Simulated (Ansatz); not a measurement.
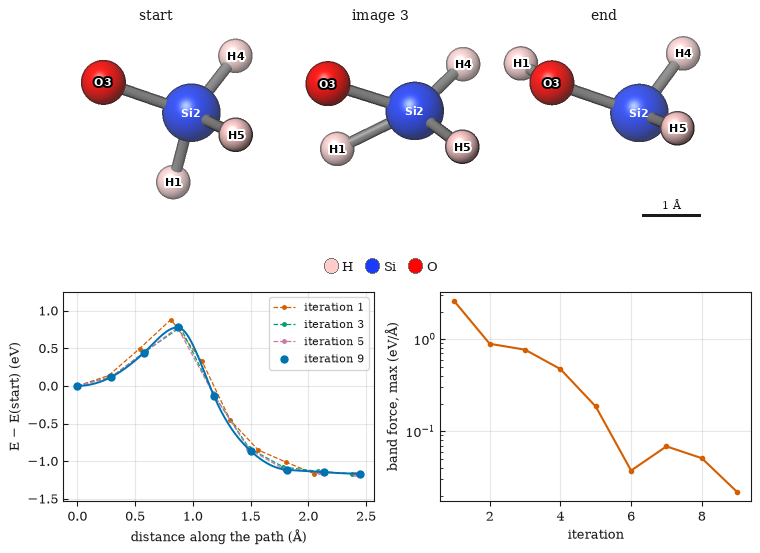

A nudged-elastic-band calculation for SiH3O (multiplicity 2). Images are numbered from 0 (start) to 8 (end). The plot follows the band through its iterations. The picture is a ball-and-stick view, seen from a free direction.

Theory: Ansatz 0.2.0, UKS PBE0/def2-TZVP. Run with 7 movable images; climbing image; force threshold 0.03 eV/Å; iteration limit 60; starting path through a guess of the saddle point.

**Judge this run.**

The result is final at these settings. The band converged in 9 iterations. The largest component of the band force went from 2.6 to 0.022 eV/Å. The climbing image converged on the top of the path. Its vibrational analysis gives one imaginary mode (1528i cm⁻¹), as a transition state must have. The first iteration put the highest image at 0.88 eV. The energy climbs by 0.78 eV to image 3 and then falls by 1.95 eV, so the end point sits at −1.17 eV.
